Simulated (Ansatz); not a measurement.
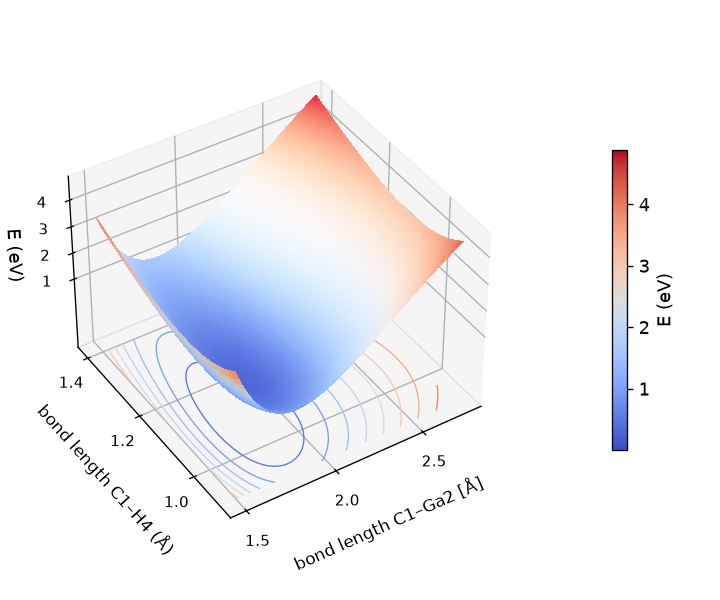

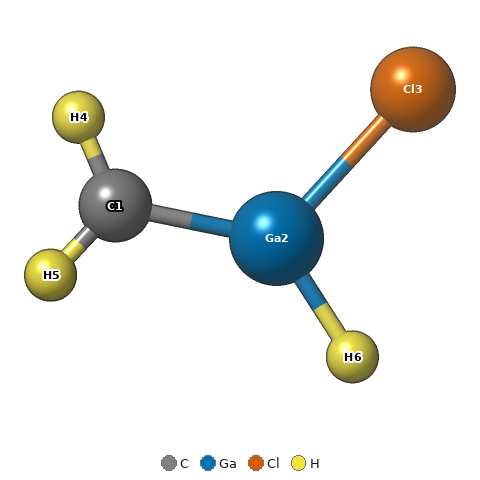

Energy landscape of CH3ClGa, SMILES [CH2-][GaH][Cl], charge −1. First axis: bond length C1–Ga2. Second axis: bond length C1–H4. Nothing is relaxed (all other coordinates rigid). Grid: 15 × 15 points. Points are written as (first, second). Energies: eV, counted from the relaxed molecule at the same level. The reference is spin-restricted, which grows unreliable where a bond is stretched far. Theory: RHF/def2-TZVPD (Ansatz 0.2.0).

The picture shows a relief with its contours projected below. Between grid points the surface is interpolated. The second picture is the structure at the lowest point.

### Describe this landscape.

The lowest grid point is at (1.861 Å, 1.083 Å), 0.010 eV from the relaxed molecule at the same level. No other kind of well shows on this grid. The highest grid point, (2.751 Å, 1.402 Å), lies 4.87 eV above the lowest. Round the minimum the two coordinates are nearly uncoupled.

The values on the grid:

```csv
"bond length C1–H4 ↓, bond length C1–Ga2 →",1.504,1.593,1.682,1.771,1.861,1.950,2.039,2.128,2.217,2.306,2.395,2.484,2.573,2.662,2.751
1.402,3.47,2.19,1.47,1.15,1.11,1.26,1.54,1.90,2.31,2.75,3.20,3.64,4.08,4.49,4.88
1.366,3.30,2.01,1.29,0.97,0.93,1.08,1.35,1.71,2.13,2.56,3.01,3.46,3.90,4.31,4.70
1.331,3.13,1.85,1.13,0.81,0.76,0.91,1.19,1.54,1.95,2.39,2.84,3.29,3.72,4.14,4.52
1.295,2.97,1.68,0.96,0.64,0.60,0.74,1.02,1.38,1.79,2.23,2.67,3.12,3.55,3.97,4.35
1.260,2.83,1.54,0.82,0.49,0.45,0.59,0.87,1.23,1.64,2.07,2.52,2.97,3.40,3.81,4.20
1.224,2.69,1.40,0.68,0.36,0.31,0.45,0.73,1.09,1.50,1.93,2.38,2.82,3.26,3.67,4.05
1.189,2.58,1.29,0.57,0.24,0.19,0.34,0.61,0.97,1.38,1.81,2.26,2.70,3.14,3.55,3.93
1.154,2.49,1.20,0.47,0.15,0.10,0.25,0.52,0.87,1.28,1.72,2.16,2.61,3.04,3.45,3.83
1.118,2.43,1.14,0.41,0.08,0.04,0.18,0.45,0.81,1.21,1.65,2.10,2.54,2.97,3.38,3.76
1.083,2.40,1.11,0.39,0.06,0.01,0.15,0.42,0.78,1.19,1.62,2.07,2.51,2.94,3.35,3.73
1.047,2.42,1.13,0.41,0.08,0.03,0.17,0.44,0.80,1.20,1.64,2.08,2.52,2.95,3.36,3.74
1.012,2.50,1.20,0.48,0.15,0.10,0.24,0.51,0.87,1.27,1.71,2.15,2.59,3.02,3.43,3.81
0.976,2.64,1.35,0.62,0.29,0.24,0.38,0.65,1.01,1.41,1.85,2.29,2.73,3.16,3.57,3.95
0.941,2.86,1.57,0.84,0.51,0.46,0.60,0.87,1.23,1.63,2.06,2.51,2.95,3.38,3.78,4.16
0.906,3.18,1.88,1.16,0.83,0.78,0.92,1.19,1.54,1.95,2.38,2.82,3.27,3.69,4.10,4.48
```

Each point was launched as `ansatz run input.yaml --threads 1 --pin off --max-ram 2560MiB --backend cpu --events-out ev --progress --plain --runs-dir out`. The whole map (225 points run) took 21 min on 1 thread of Arm Neoverse V2, with other jobs on the host.
